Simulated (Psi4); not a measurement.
# TPSSh/def2-SVPD run of [CF3]+ (SMILES F[C+](F)F)

What is the vertical electron affinity of [CF3]+ at TPSSh/def2-SVPD? 

The results are computed with Psi4 1.11.

## 1. The molecule

[CF3]+ has 4 atoms, charge +1, and is taken as a singlet. SMILES: `F[C+](F)F`. Geometry: relaxed at PBE0-D4/def2-TZVP.

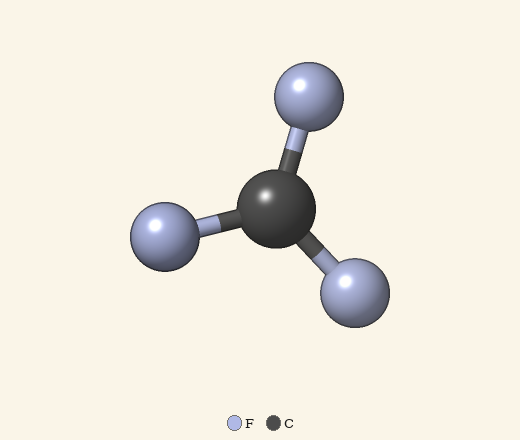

Viewed from a chosen angle; fluorine light blue, carbon dark grey.

## 2. Energy and forces at TPSSh/def2-SVPD

input.json

```json
{
  "schema_name": "qcschema_input",
  "schema_version": 1,
  "molecule": {
    "schema_name": "qcschema_molecule",
    "schema_version": 2,
    "symbols": ["F", "C", "F", "F"],
    "geometry": [1.32016267, -0.21656261, 1.89993065, 0.0, 0.0, 0.0, -1.15178807, -1.83945941, -0.83034566, -0.16818563, 2.05602202, -1.06958499],
    "molecular_charge": 1,
    "molecular_multiplicity": 1,
    "fix_symmetry": "c1",
    "fix_com": true,
    "fix_orientation": true
  },
  "driver": "gradient",
  "model": {
    "method": "tpssh",
    "basis": "def2-SVPD"
  },
  "keywords": {
    "reference": "rks",
    "puream": true,
    "e_convergence": 1e-09,
    "d_convergence": 1e-08,
    "scf_type": "pk",
    "dft_radial_points": 99,
    "dft_spherical_points": 590
  }
}
```

The run is started by

```bash
$ psi4 --qcschema input.json -n 1 --memory 2200MB
```

stdout:

```text
[...]
  Running in c1 symmetry.
[...]
  Nuclear repulsion =  130.092792062565593
[...]
  Multiplicity = 1
[...]
  Nalpha       = 16
  Nbeta        = 16
[...]
    Number of basis functions: 89
[...]
   @RKS iter   1:  -336.92568068374328    6.27276e-01   4.67458e-03 ADIIS/DIIS
[...]
   @RKS iter   9:  -336.98367433994383   -4.54747e-13   3.84818e-10 DIIS
[...]
    Orbital Energies [Eh]
    ---------------------
    Doubly Occupied:
       1A    -25.043808     2A    -25.043806     3A    -25.043634
       4A    -10.794713     5A     -1.699457     6A     -1.608725
       7A     -1.608721     8A     -1.024268     9A     -0.966096
      10A     -0.966092    11A     -0.933128    12A     -0.814282
      13A     -0.814273    14A     -0.800872    15A     -0.800870
      16A     -0.759243
[...]
  @RKS Final Energy:  -336.98367433994383
   => Energetics <=
    Nuclear Repulsion Energy =            130.0927920625655929
    One-Electron Energy =                -714.2125442085836085
    Two-Electron Energy =                 280.0409955761224410
    DFT Exchange-Correlation Energy =     -32.9049177700481721
    Empirical Dispersion Energy =           0.0000000000000000
    VV10 Nonlocal Energy =                  0.0000000000000000
    Total Energy =                       -336.9836743399438319
[...]
 Multipole Moments:
 ------------------------------------------------------------------------------------
     Multipole            Electronic (a.u.)      Nuclear  (a.u.)        Total (a.u.)
 ------------------------------------------------------------------------------------
 L = 1.  Multiply by 2.5417464519 to convert [e a0] to [Debye]
 Dipole X            :         -0.0016938            0.0017007            0.0000070
 Dipole Y            :          0.0000110            0.0000000            0.0000110
 Dipole Z            :          0.0000013            0.0000000            0.0000013
 Magnitude           :                                                    0.0000131
[...]
  -Total Gradient:
     Atom            X                  Y                   Z
    ------   -----------------  -----------------  -----------------
       1       -0.007586138162     0.001256466737    -0.010929619562
       2       -0.000002378394     0.000013738864     0.000010766264
       3        0.006603391871     0.010534171638     0.004758270407
       4        0.000990963573    -0.011810583824     0.006171198090
[...]
```

The result, in JSON:

```text
{
 "driver": "gradient",
 "model": {
  "method": "tpssh",
  "basis": "def2-SVPD"
 },
 "success": true,
 "return_result": [-0.007586138161803757, 0.0012564667366362012, -0.010929619561689308, -2.3783940860309352e-06, 1.3738864170624602e-05, 1.0766264437724042e-05, 0.0066033918708539585, 0.010534171637834155, 0.004758270406606008, 0.0009909635733781758, -0.011810583824343801, 0.006171198090205804],
 "properties": {
  "calcinfo_nbasis": 89,
  "calcinfo_nmo": 89,
  "calcinfo_nalpha": 16,
  "calcinfo_nbeta": 16,
  "calcinfo_natom": 4,
  "nuclear_repulsion_energy": 130.0927920625656,
  "return_energy": -336.98367433994383,
  "return_gradient": [-0.007586138161803757, 0.0012564667366362012, -0.010929619561689308, -2.3783940860309352e-06, 1.3738864170624602e-05, 1.0766264437724042e-05, 0.0066033918708539585, 0.010534171637834155, 0.004758270406606008, 0.0009909635733781758, -0.011810583824343801, 0.006171198090205804],
  "scf_one_electron_energy": -714.2125442085836,
  "scf_two_electron_energy": 280.04099557612244,
  "scf_xc_energy": -32.90491777004817,
  "scf_dipole_moment": [6.9739262174017824e-06, 1.0994559071164645e-05, 1.2589708595633908e-06],
  "scf_total_energy": -336.98367433994383,
  "scf_total_gradient": [-0.007586138161803757, 0.0012564667366362012, -0.010929619561689308, -2.3783940860309352e-06, 1.3738864170624602e-05, 1.0766264437724042e-05, 0.0066033918708539585, 0.010534171637834155, 0.004758270406606008, 0.0009909635733781758, -0.011810583824343801, 0.006171198090205804],
  "scf_iterations": 9
 }
}
```

Run time: 70 s. Hardware: 1 thread of Intel Xeon at 2.50GHz (Skylake/Cascade Lake), shared host; peak memory 1 GiB.

## 3. Doublet neutral CF3 at the same level

cf3.json

```json
{
  "schema_name": "qcschema_input",
  "schema_version": 1,
  "molecule": {
    "schema_name": "qcschema_molecule",
    "schema_version": 2,
    "symbols": ["F", "C", "F", "F"],
    "geometry": [1.32016267, -0.21656261, 1.89993065, 0.0, 0.0, 0.0, -1.15178807, -1.83945941, -0.83034566, -0.16818563, 2.05602202, -1.06958499],
    "molecular_charge": 0,
    "molecular_multiplicity": 2,
    "fix_symmetry": "c1"
  },
  "driver": "gradient",
  "model": {
    "method": "tpssh",
    "basis": "def2-SVPD"
  },
  "keywords": {
    "reference": "uks",
    "puream": true,
    "e_convergence": 1e-09,
    "d_convergence": 1e-08,
    "scf_type": "pk",
    "dft_radial_points": 99,
    "dft_spherical_points": 590,
    "maxiter": 100,
    "scf_properties": ["LOWDIN_CHARGES", "DIPOLE", "MAYER_INDICES"]
  }
}
```

The run is started by

```bash
$ psi4 --qcschema cf3.json -n 1 --memory 2200MB
```

stdout:

```text
[...]
  Running in c1 symmetry.
[...]
  Nuclear repulsion =  130.092792062565593
[...]
  Multiplicity = 2
[...]
  Nalpha       = 17
  Nbeta        = 16
[...]
    Number of basis functions: 89
[...]
   @UKS iter   1:  -337.19868488708488    3.54273e-01   4.62443e-03 ADIIS/DIIS
[...]
   @UKS iter  10:  -337.25164097381952   -1.56319e-11   2.74318e-09 DIIS
[...]
   @S^2 Observed:                7.533584861E-01
[...]
    Orbital Energies [Eh]
    ---------------------
    Alpha Occupied:
       1A    -24.676190     2A    -24.676187     3A    -24.676017
       4A    -10.316769     5A     -1.337259     6A     -1.250258
       7A     -1.250254     8A     -0.684206     9A     -0.618671
      10A     -0.618667    11A     -0.596102    12A     -0.475403
      13A     -0.475395    14A     -0.468341    15A     -0.468338
      16A     -0.420894    17A     -0.120535
    Alpha Virtual:
      18A     -0.003306    19A      0.089302    20A      0.089303
      21A      0.100436    22A      0.134053    23A      0.145761
      24A      0.145761    25A      0.169487    26A      0.169490
[...]
  @UKS Final Energy:  -337.25164097381952
   => Energetics <=
    Nuclear Repulsion Energy =            130.0927920625655929
    One-Electron Energy =                -725.9353727582554257
    Two-Electron Energy =                 291.9386432074218760
    DFT Exchange-Correlation Energy =     -33.3477034855516195
    Empirical Dispersion Energy =           0.0000000000000000
    VV10 Nonlocal Energy =                  0.0000000000000000
    Total Energy =                       -337.2516409738195193
[...]
 Multipole Moments:
 ------------------------------------------------------------------------------------
     Multipole            Electronic (a.u.)      Nuclear  (a.u.)        Total (a.u.)
 ------------------------------------------------------------------------------------
 L = 1.  Multiply by 2.5417464519 to convert [e a0] to [Debye]
 Dipole X            :          0.0000386           -0.0000164            0.0000222
 Dipole Y            :         -0.0000038            0.0000000           -0.0000038
 Dipole Z            :         -0.0000357            0.0000000           -0.0000357
 Magnitude           :                                                    0.0000422
[...]
  -Total Gradient:
     Atom            X                  Y                   Z
    ------   -----------------  -----------------  -----------------
       1       -0.072084565131     0.011837372177    -0.103728394801
       2        0.000046710654     0.000009673816    -0.000008531218
       3        0.062849608257     0.100384841096     0.045323131561
       4        0.009193932741    -0.112238216565     0.058424252799
[...]
```

The result, in JSON:

```text
{
 "driver": "gradient",
 "model": {
  "method": "tpssh",
  "basis": "def2-SVPD"
 },
 "success": true,
 "return_result": [-0.07208456513119157, 0.011837372177440339, -0.10372839480074497, 4.671065425101135e-05, 9.673815930898323e-06, -8.531217557829028e-06, 0.06284960825728392, 0.10038484109626489, 0.045323131561450625, 0.00919393274082516, -0.11223821656494415, 0.05842425279878008],
 "properties": {
  "calcinfo_nbasis": 89,
  "calcinfo_nmo": 89,
  "calcinfo_nalpha": 17,
  "calcinfo_nbeta": 16,
  "calcinfo_natom": 4,
  "nuclear_repulsion_energy": 130.0927920625656,
  "return_energy": -337.2516409738195,
  "return_gradient": [-0.07208456513119157, 0.011837372177440339, -0.10372839480074497, 4.671065425101135e-05, 9.673815930898323e-06, -8.531217557829028e-06, 0.06284960825728392, 0.10038484109626489, 0.045323131561450625, 0.00919393274082516, -0.11223821656494415, 0.05842425279878008],
  "scf_one_electron_energy": -725.9353727582554,
  "scf_two_electron_energy": 291.9386432074219,
  "scf_xc_energy": -33.34770348555162,
  "scf_dipole_moment": [2.2205540371245114e-05, -3.8394387167350885e-06, -3.569201785547094e-05],
  "scf_total_energy": -337.2516409738195,
  "scf_total_gradient": [-0.07208456513119157, 0.011837372177440339, -0.10372839480074497, 4.671065425101135e-05, 9.673815930898323e-06, -8.531217557829028e-06, 0.06284960825728392, 0.10038484109626489, 0.045323131561450625, 0.00919393274082516, -0.11223821656494415, 0.05842425279878008],
  "scf_iterations": 10
 }
}
```

It took 1.7 min on 1 thread of Intel Xeon at 2.50GHz (Skylake/Cascade Lake), shared host; peak memory 1 GiB.

## 4. Outcome

Level: TPSSh/def2-SVPD.

| quantity | value |
| --- | --- |
| singlet [CF3]+: total energy | -336.98367 Eh |
| singlet [CF3]+: HOMO energy | -20.66 eV |
| singlet [CF3]+: LUMO energy | -11.22 eV |
| singlet [CF3]+: HOMO–LUMO gap | 9.44 eV |
| singlet [CF3]+: largest force on an atom | 0.687 eV/Å |
| doublet neutral CF3: total energy | -337.25164 Eh |
| doublet neutral CF3: dipole moment | 0.00 D |
| doublet neutral CF3: HOMO energy (highest over α and β) | -3.28 eV |
| doublet neutral CF3: LUMO energy (lowest over α and β) | -0.09 eV |
| doublet neutral CF3: ⟨S²⟩ | 0.753 |
| doublet neutral CF3: largest force on an atom | 6.524 eV/Å |
| vertical electron affinity (to the doublet neutral) | 7.292 eV |

**Reading.** At fixed nuclei the extra electron is bound by 7.29 eV (168 kcal/mol). The largest force (singlet [CF3]+) is 0.69 eV/Å: the shape isn't a stationary point for this species at this level.
